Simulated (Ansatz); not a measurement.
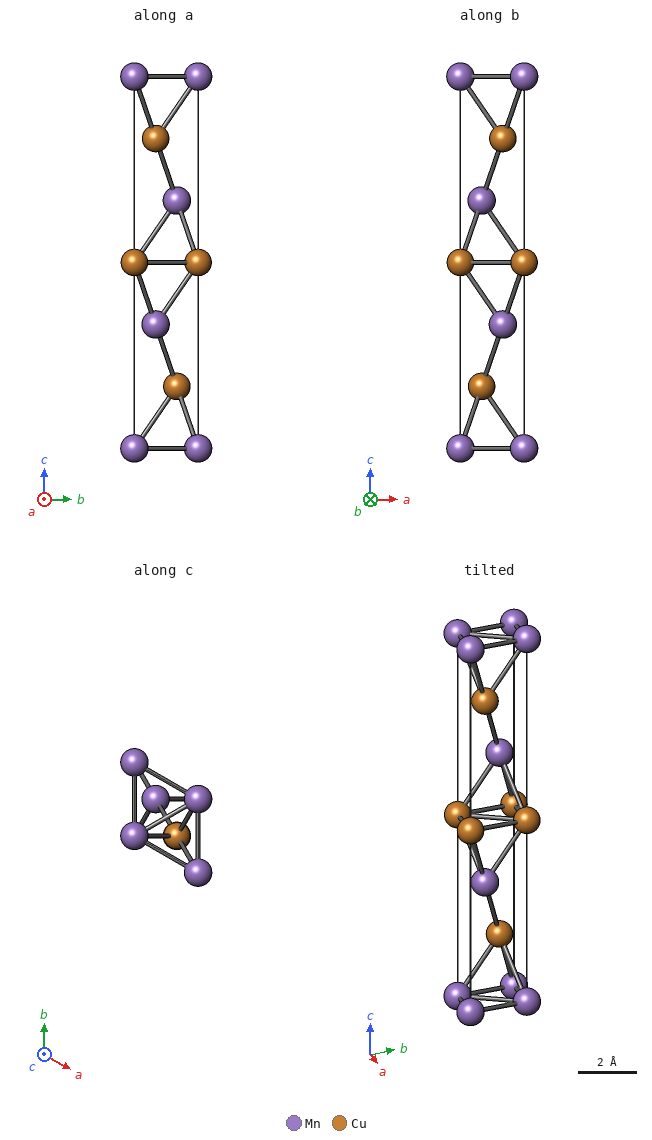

A ball-and-stick rendering, viewed along the a axis, along the b axis, along the c axis and slightly off an axis. The frame is the conventional unit cell; atoms at its boundary are shown with their periodic copies.

Lattice parameters: a = 2.557 Å, b = 2.557 Å, c = 12.927 Å, α = 90.00°, β = 90.00°, γ = 120.00°. Put a along x and b in the xy plane.

Question: Put the structure into a POSCAR file.

Answer:
```
Mn Cu
1.0
     2.557    0.000    0.000
    -1.278    2.214    0.000
     0.000    0.000   12.927
Mn Cu
3 3
Direct
  0.0000 0.0000 0.0000
  0.6667 0.3333 0.3333
  0.3333 0.6667 0.6667
  0.3333 0.6667 0.1667
  0.0000 0.0000 0.5000
  0.6667 0.3333 0.8333
```

It goes back to a structure type filled with these elements by a generator (whether the compound takes this form wasn't checked). Earlier steps of the study may have refined or changed the cell and positions. It was the input of a calculation with Ansatz.
